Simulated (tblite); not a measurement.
## Property calculation of Si₃H₇ (charge +1)

Si₃H₇, charge +1, computed with GFN2-xTB, R-SCC, GBSA solvent water (tblite 0.8.0).

The geometry is that of the parent species in another charge or spin state. The geometry comes from this level: PBE0-D4/def2-TZVP.

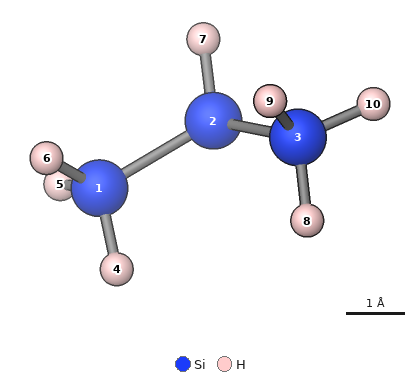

*The structure (ball-and-stick view, seen at a tilt; atoms are numbered from 1 in the order of the input).*

Bond lengths as drawn: H–Si 1.49 Å and Si–Si 2.32 Å.

### Input file (job.py)
```python
import json
import numpy as np
from tblite.interface import Calculator
from tblite.interface import symbols_to_numbers

geometry = """
Si    -1.326900     0.854900    -1.209200
Si     0.719400    -0.131600    -0.719600
Si     1.000400    -1.003300     1.416100
H     -2.411900    -0.065200    -0.777100
H     -1.443700     1.089800    -2.673000
H     -1.505500     2.157900    -0.508900
H      1.885800     0.672200    -1.184600
H     -0.178100    -1.849500     1.741300
H      1.115000     0.064100     2.449300
H      2.228500    -1.840300     1.468800
"""
lines = [l.split() for l in geometry.strip().splitlines()]
symbols = [l[0] for l in lines]
numbers = np.array(symbols_to_numbers(symbols))
positions = np.array([l[1:4] for l in lines], float) / 0.5291772

calculator = Calculator("GFN2-xTB", numbers, positions, charge=1, uhf=0)
calculator.set("accuracy", 0.3)
calculator.add("gbsa-solvation", "water")
calculator.add("bond-orders")
calculator.add("molecular-multipoles")
result = calculator.singlepoint()

thr = 0.2
print(f"total energy: {result.get('energy') * 27.211386:.8f} eV")
eps = np.atleast_2d(result.get("orbital-energies")) * 27.211386
occ = np.atleast_2d(result.get("orbital-occupations"))
filled = occ.sum(axis=0) if eps.shape[0] == 1 else occ[0]
homo = np.nonzero(filled > 0.5)[0].max()
print(f"HOMO {eps[0, homo]:.4f} eV")
if homo + 1 < eps.shape[1]:
    print(f"LUMO {eps[0, homo + 1]:.4f} eV, gap {eps[0, homo + 1] - eps[0, homo]:.4f} eV")
mu = result.get("dipole") * 2.541746
print(f"dipole: {np.linalg.norm(mu):.4f} D, components " + " ".join(f"{c:.4f}" for c in mu))
q = result.get("charges")
print("atom     charge    atomic energy/Eh")
for i, (s, e) in enumerate(zip(symbols, result.get("energies"))):
    print(f"{s:<2}{i + 1:<3} {q[i]:9.4f} {e:14.6f}")
bo = result.get("bond-orders")
bo = bo[..., 0] if bo.ndim == 3 else bo
print("Wiberg-Mayer bond orders above {}:".format(thr))
for i in range(len(symbols)):
    for k in range(i):
        if bo[i, k] > thr:
            print(f"  {symbols[k]}{k + 1}-{symbols[i]}{i + 1}  {bo[i, k]:.3f}")
print("traceless quadrupole (xx xy yy xz yz zz, e bohr^2):", np.round(result.get("quadrupole"), 4))
out = {k: np.asarray(result.get(k)).tolist() for k in ("energy", "gradient", "charges", "dipole", "orbital-energies", "orbital-occupations", "bond-orders", "energies", "quadrupole")}
out.update(symbols=symbols, positions=(positions * 0.529177210903).tolist())
json.dump(out, open("results.json", "w"))
```

Run on 1 thread of Intel Xeon (Granite Rapids), 192 GiB of memory available, shared host.

Run as:
```bash
python job.py
```

### The program's output
```
------------------------------------------------------------
  cycle        total energy    energy error   density error
------------------------------------------------------------
      1     -8.295429462498  -8.3661305E+00   3.0538579E-01
      2     -8.358494288107  -6.3064826E-02   2.5566914E-01
      3     -8.360568952220  -2.0746641E-03   1.1592950E-01
      4     -8.358939742072   1.6292101E-03   5.8095869E-02
      5     -8.362970999988  -4.0312579E-03   1.0087287E-02
      6     -8.363081333509  -1.1033352E-04   6.3194799E-03
      7     -8.363147271264  -6.5937755E-05   2.1128843E-03
      8     -8.363147702279  -4.3101561E-07   1.0725329E-03
      9     -8.363148607454  -9.0517488E-07   3.7640266E-04
     10     -8.363148786278  -1.7882340E-07   6.6728023E-05
     11     -8.363148786217   6.0833116E-11   3.8655660E-05
     12     -8.363148790630  -4.4128896E-09   9.1421363E-06
     13     -8.363148790729  -9.9198871E-11   1.7606426E-06
------------------------------------------------------------

 total:                                   0.007 sec
total energy: -227.57286992 eV
HOMO -11.0802 eV
LUMO -9.3199 eV, gap 1.7603 eV
dipole: 2.5360 D, components 1.7964 -0.3155 -1.7620
atom     charge    atomic energy/Eh
Si1      0.4009      -1.692753
Si2      0.4384      -1.593888
Si3      0.4009      -1.692763
H 4     -0.0470      -0.487232
H 5     -0.0426      -0.485373
H 6     -0.0501      -0.490556
H 7      0.0391      -0.457425
H 8     -0.0470      -0.487241
H 9     -0.0501      -0.490553
H 10    -0.0426      -0.485366
Wiberg-Mayer bond orders above 0.2:
  Si1-Si2  0.873
  Si2-Si3  0.873
  Si1-H4  0.877
  Si1-H5  0.879
  Si1-H6  0.882
  Si2-H7  0.908
  Si3-H8  0.877
  Si3-H9  0.882
  Si3-H10  0.879
traceless quadrupole (xx xy yy xz yz zz, e bohr^2): [-0.2103 -4.928  -1.3335  2.245  -3.3365  1.5438]
```

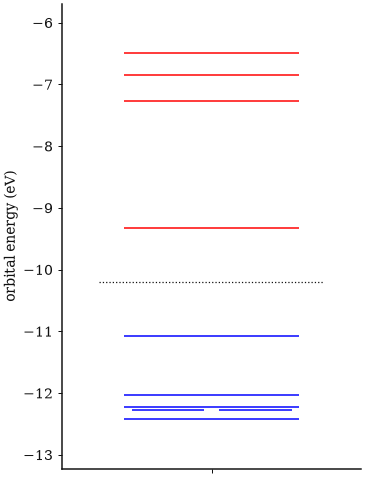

*Orbital energies near the frontier; the dotted line parts filled from empty levels, and levels within 0.02 eV of each other stand side by side.*

Highest filled −11.08 eV, lowest empty −9.32 eV, 1.76 eV apart.

### Results in brief

| quantity | value |
| --- | --- |
| outcome | converged |
| total energy | −8.363149 hartree |
| basis functions | 34 |
| largest force | 1.253 eV/Å |
| HOMO | −11.08 eV |
| LUMO | −9.32 eV |
| peak memory | 0.11 GiB |

### Remarks

Settings chosen away from the usual ones: accuracy; solvent; solvent_model.
